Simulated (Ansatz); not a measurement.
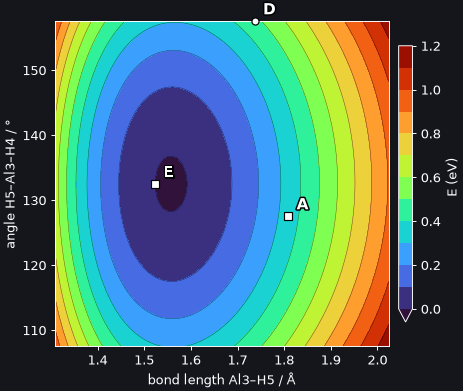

CH₂AlO, SMILES O=[C][AlH2], spin multiplicity 2. First axis: bond length Al3–H5. Second axis: angle H5–Al3–H4. Nothing is relaxed (all other coordinates rigid). The grid has 11 × 11 points. Points are written as (first, second). Energies: eV, counted from the lowest grid point. All numbers below come from UKS BHLYP-D4/def2-TZVP (Ansatz).

In the figure: filled contours, lettered points. Between grid points the surface is interpolated.

Question: Is A the lowest point of the computed grid?

Answer: No. A lies 0.35 eV above the lowest grid point, which is at (1.523 Å, 132.5°).

Question: What kind of point is each of A, E: minimum, saddle, maximum or slope?

Answer: A: on a slope; E: minimum. (In these two coordinates alone; a stationary point may lie a little off the grid point.)

Question: Rank the lettered points by energy, lowest first.

Answer: E (0.00 eV), A (0.35 eV), D (0.47 eV).
